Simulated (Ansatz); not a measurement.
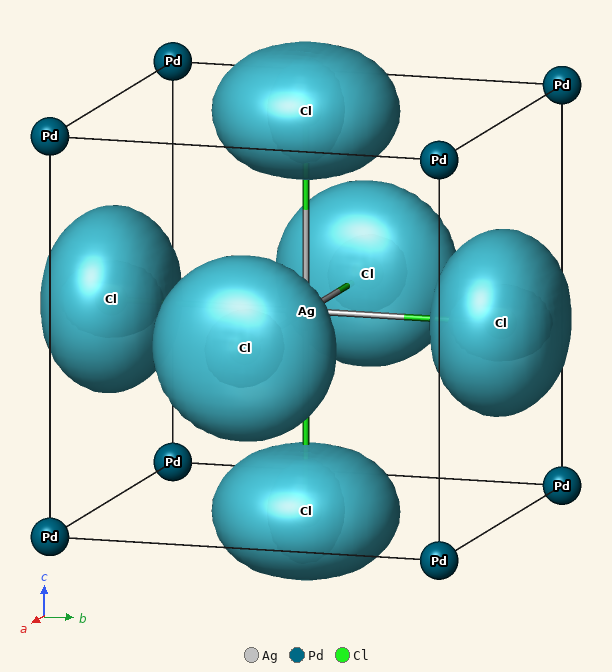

*AgPdCl3. Isosurface of the electron localisation function at 0.8 (cyan), seen slightly off an axis. Core shells and regions of very low density are left out. Sticks mark near contacts.*

Space group Pm-3m; started from the cubic perovskite_221 prototype, which need not be the ambient phase; spin-polarised.

Computed with Ansatz 0.2.0, DFT PBE, scalar-relativistic, plane waves, PAW.

Core electrons are frozen (PAW), and the valence fields are smoothed inside the atomic spheres.

The calculation's input:

```
crystal:
  lattice:
    - [5.0004157003, 0.0, 0.0]
    - [0.0, 5.0004157003, 0.0]
    - [0.0, 0.0, 5.0004157003]
  atoms:
    - { symbol: Ag, position: [0.5, 0.5, 0.5] }
    - { symbol: Pd, position: [0.0, 0.0, 0.0], spin: 0.88 }
    - { symbol: Cl, position: [0.0, 0.5, 0.5] }
    - { symbol: Cl, position: [0.5, 0.0, 0.5] }
    - { symbol: Cl, position: [0.5, 0.5, 0.0] }
basis:
  ecutwfc: 420
kpoints:
  mp_grid: { grid: [8, 8, 8] }
hamiltonian:
  xc: pbe
scf:
  occupations: { method: gaussian, width: 0.1 }
output:
  forces: true
  stress: true
  eigenvalues: true
  populations: true
  write_density: true
  write_potential: true
  elf: true
  volumetric_format: npy
magnetization:
  spin_polarized: true
relax:
  adjacent_minimum: "off"
  f_tol: 0.01
  max_steps: 80
  cell: { stress_tol: 0.05 }
```

Launched as:

```sh
ansatz run input.yaml --threads 1 --pin off --max-ram 2560MiB --backend cpu --events-out ev --progress --plain --runs-dir out
```

Below, planes, directions and counts refer to the conventional cell (a = 5.00 Å, b = 5.00 Å, c = 5.00 Å, α = 90.00°, β = 90.00°, γ = 90.00°).

Identify the bonds, lone pairs and shells in this picture.

The surface consists of three regions wrapped around Cl (the valence shell of each), counted in one cell of 5 atoms. Regions shared between cells count once.

Values along the shortest contacts:
Ag–Cl (2.50 Å): the ELF peaks at about 0.80 in the valence shell of Cl, 0.8 Å from its nucleus, and drops to about 0.15 between the two atoms (no localised pair shows between them). Pd–Cl (3.54 Å): the ELF is about 0.05 at the midpoint (no shared electron pair shows on this line).
